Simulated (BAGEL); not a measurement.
# A workflow on InSiH4F (SMILES [F][InH][SiH3])

Wanted: the energy (HF/x2c-SVPall), then the energy (NEVPT2(2,2)/x2c-SVPall) of InSiH4F. 

Program for the calculation: BAGEL 1.2.2.

2 further runs of the same task are left out: 2 set aside as unsound or not needed.

### Step 1. The system as given

InSiH4F has 7 atoms, charge 0, and is taken as a singlet. SMILES: `[F][InH][SiH3]`. The Si3–H6 distance was set to 1.709 Å, away from the relaxed value.

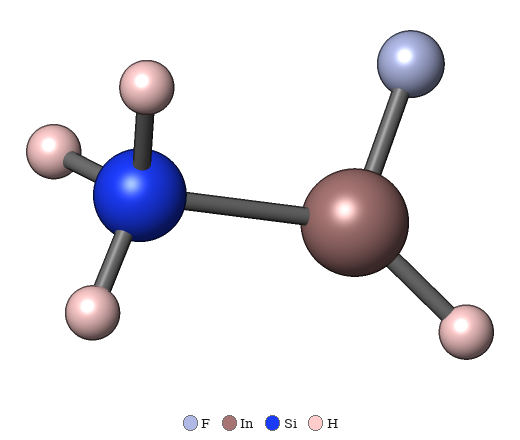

The structure, seen from a chosen angle (fluorine light blue, indium brown, silicon blue, hydrogen pink).

### Step 2. The energy at HF/x2c-SVPall (DKH2, density fitting with AutoAux) (run 1)

The input, input.json:

```json
{ "bagel": [

{
  "title": "molecule",
  "basis": "x2c-svpall.json",
  "df_basis": "x2c-svpall-autoaux.json",
  "dkh": true,
  "geometry": [
    { "atom": "F", "xyz": [ -0.28479307, -4.60700489,  2.08570017 ] },
    { "atom": "In", "xyz": [ -1.34303970, -2.38638772, -0.70277970 ] },
    { "atom": "Si", "xyz": [  1.08336865,  1.78612756, -0.42272229 ] },
    { "atom": "H", "xyz": [ -3.57631803, -3.90005835, -2.49518493 ] },
    { "atom": "H", "xyz": [  3.83858934,  1.26229548, -0.57427832 ] },
    { "atom": "H", "xyz": [  0.42707810,  3.20497551,  2.40410958 ] },
    { "atom": "H", "xyz": [  0.36867423,  3.52977785, -2.50671226 ] }
  ]
},
{
  "title": "hf"
},
{
  "title": "print",
  "file": "orbitals.molden",
  "orbitals": true
}

]}
```

The basis set x2c-SVPall is read from a file made from the Basis Set Exchange's data (not shown).

Launch:

```console
BAGEL_NUM_THREADS=1 BAGEL input.json > input.out
```

What it wrote:

```text
* using 1 threads per process

  ===============================================================
  ===============================================================

  *** Geometry ***

  { "atom" : "F", "xyz" : [     -0.284793,     -4.607005,      2.085700 ] },
  { "atom" : "In", "xyz" : [     -1.343040,     -2.386388,     -0.702780 ] },
  { "atom" : "Si", "xyz" : [      1.083369,      1.786128,     -0.422722 ] },
  { "atom" : "H", "xyz" : [     -3.576318,     -3.900058,     -2.495185 ] },
  { "atom" : "H", "xyz" : [      3.838589,      1.262295,     -0.574278 ] },
  { "atom" : "H", "xyz" : [      0.427078,      3.204976,      2.404110 ] },
  { "atom" : "H", "xyz" : [      0.368674,      3.529778,     -2.506712 ] },

  Number of auxiliary basis functions:      722

  Since a DF basis is specified, we compute 2- and 3-index integrals:
    o Being stored without compression. Storage requirement is 0.045 GB

  Number of basis functions:       88
  Number of electrons      :       76

    * METHOD: MOLECULE                             0.45

  *** RHF ***

  === Nuclear Repulsion ===
   338.3131779193

      * DIIS with orbital gradients will be used.

  === RHF iteration (x2c-svpall.json) ===
      0      -6267.18048785          0.01517488           0.22
      1      -6267.27767856          0.01188937           0.20
      2      -6267.36533982          0.00107285           0.22
      3      -6267.36685725          0.00018874           0.19
      4      -6267.36690454          0.00004652           0.18
      5      -6267.36690859          0.00001403           0.19
      6      -6267.36690902          0.00000362           0.18
      7      -6267.36690904          0.00000108           0.18
      8      -6267.36690905          0.00000026           0.19
      9      -6267.36690905          0.00000008           0.18
     10      -6267.36690905          0.00000002           0.19
     11      -6267.36690905          0.00000001           0.18
    * SCF iteration converged.

    * Permanent dipole moment:
           (    0.257401,    -0.827116,     1.058533) a.u.

    * METHOD: HF                                   2.82

    * METHOD: PRINT                                0.01

  ===============================================================
```

Run time: 3.6 s. Hardware: 1 thread of Arm Neoverse V2, shared host; peak memory 0.2 GiB.

### Step 3. The energy at NEVPT2(2,2)/x2c-SVPall (DKH2, density fitting with AutoAux) (run 2)

The input, input.json:

```json
{ "bagel" : [

{
  "title" : "molecule",
  "basis" : "x2c-svpall.json",
  "df_basis" : "x2c-svpall-autoaux.json",
  "angstrom" : false,
  "dkh" : true,
  "geometry" : [
    { "atom" : "F", "xyz" : [ -0.28479307, -4.60700489,  2.08570017 ] },
    { "atom" : "In", "xyz" : [ -1.34303970, -2.38638772, -0.70277970 ] },
    { "atom" : "Si", "xyz" : [  1.08336865,  1.78612756, -0.42272229 ] },
    { "atom" : "H", "xyz" : [ -3.57631803, -3.90005835, -2.49518493 ] },
    { "atom" : "H", "xyz" : [  3.83858934,  1.26229548, -0.57427832 ] },
    { "atom" : "H", "xyz" : [  0.42707810,  3.20497551,  2.40410958 ] },
    { "atom" : "H", "xyz" : [  0.36867423,  3.52977785, -2.50671226 ] }
  ]
},
{
  "title" : "hf",
  "charge" : 0
},
{
  "title" : "nevpt2",
  "nstate" : 1,
  "nact" : 2,
  "nclosed" : 37,
  "charge" : 0,
  "active" : [37, 42],
  "maxiter" : 200,
  "natocc" : true,
  "ncore" : 24
},
{
  "title" : "print",
  "file" : "orbitals.molden",
  "orbitals" : true
}

]}
```

The basis set x2c-SVPall is read from a file made from the Basis Set Exchange's data (not shown).

Launch:

```console
BAGEL_NUM_THREADS=1 BAGEL input.json > input.out
```

What it wrote:

```text
* using 1 threads per process

  ===============================================================
  ===============================================================

  *** Geometry ***

  { "atom" : "F", "xyz" : [     -0.284793,     -4.607005,      2.085700 ] },
  { "atom" : "In", "xyz" : [     -1.343040,     -2.386388,     -0.702780 ] },
  { "atom" : "Si", "xyz" : [      1.083369,      1.786128,     -0.422722 ] },
  { "atom" : "H", "xyz" : [     -3.576318,     -3.900058,     -2.495185 ] },
  { "atom" : "H", "xyz" : [      3.838589,      1.262295,     -0.574278 ] },
  { "atom" : "H", "xyz" : [      0.427078,      3.204976,      2.404110 ] },
  { "atom" : "H", "xyz" : [      0.368674,      3.529778,     -2.506712 ] },

  Number of auxiliary basis functions:      722

  Since a DF basis is specified, we compute 2- and 3-index integrals:
    o Being stored without compression. Storage requirement is 0.045 GB

  Number of basis functions:       88
  Number of electrons      :       76

    * METHOD: MOLECULE                             0.43

  *** RHF ***

  === Nuclear Repulsion ===
   338.3131779193

      * DIIS with orbital gradients will be used.

  === RHF iteration (x2c-svpall.json) ===
      0      -6267.18048785          0.01517488           0.19
      1      -6267.27767856          0.01188937           0.18
      2      -6267.36533982          0.00107285           0.18
      3      -6267.36685725          0.00018874           0.18
      4      -6267.36690454          0.00004652           0.18
      5      -6267.36690859          0.00001403           0.18
      6      -6267.36690902          0.00000362           0.18
      7      -6267.36690904          0.00000108           0.18
      8      -6267.36690905          0.00000026           0.18
      9      -6267.36690905          0.00000008           0.18
     10      -6267.36690905          0.00000002           0.18
     11      -6267.36690905          0.00000001           0.17
    * SCF iteration converged.

    * Permanent dipole moment:
           (    0.257401,    -0.827116,     1.058533) a.u.

    * METHOD: HF                                   2.63

    * freezing 24 orbitals
  ---------------------------
      CASSCF calculation
  ---------------------------

    ==== Active orbitals : =====
         Orbital 37
         Orbital 42
    ============================

    * nstate   :      1
    * nclosed  :     37
    * nact     :      2
    * nvirt    :     49
  === CASSCF iteration (x2c-svpall.json) ===

    * Using the second-order algorithm

      0  0     -6267.36843567     2.70e-04      0.04

      1  0     -6267.38343148     8.17e-04      0.74

      2  0     -6267.38468212     1.41e-04      0.80

      3  0     -6267.38470619     4.09e-05      0.86

      4  0     -6267.38470733     1.12e-05      0.82

      5  0     -6267.38470740     2.92e-06      0.87

      6  0     -6267.38470741     7.53e-07      0.84

      7  0     -6267.38470741     1.92e-07      0.87

      8  0     -6267.38470741     4.90e-08      0.81

      9  0     -6267.38470741     1.25e-08      0.79

     10  0     -6267.38470741     3.17e-09      0.69

    * Second-order optimization converged. *

     guess   0:   closed 1.                   open ..

  === FCI iteration ===

      0  0     -6267.36656943     6.86e-02      0.00
      1  0     -6267.38469333     1.51e-03      0.00
      2  0 *   -6267.38470741     4.82e-16      0.00

     * ci vector, state   0, <S^2> = 0.0000
       2.     0.9913740296
       .2    -0.1310630896

  === DF-NEVPT2 calculation ===

    * 3-index integral transformation done
    * assembly done

      NEVPT2 correlation energy:   -0.3846967397      0.13

          (+0)     -0.3316888505
          (+0)'    -0.0274319660
          (+1)     -0.0036568864
          (+1)'    -0.0001229413
          (+2)     -0.0001847384
          (-1)     -0.0135611505
          (-1)'    -0.0000722759
          (-2)     -0.0079779307

      NEVPT2 total energy:       -6267.7694041492

    * METHOD: NEVPT2                               9.07

    * METHOD: PRINT                                0.01

  ===============================================================
```

Run time: 13 s. Hardware: 1 thread of Arm Neoverse V2, shared host; peak memory 0.21 GiB.

### Step 4. Summary of results

| quantity | value |
| --- | --- |
| run 1, HF/x2c-SVPall: total energy | -6267.36691 Eh |
| run 1, HF/x2c-SVPall: dipole moment | 3.48 D |
| run 1, HF/x2c-SVPall: HOMO energy | -10.47 eV |
| run 1, HF/x2c-SVPall: LUMO energy | 0.57 eV |
| run 1, HF/x2c-SVPall: HOMO–LUMO gap | 11.04 eV |
| run 2, NEVPT2(2,2)/x2c-SVPall: total energy | -6267.76940 Eh |
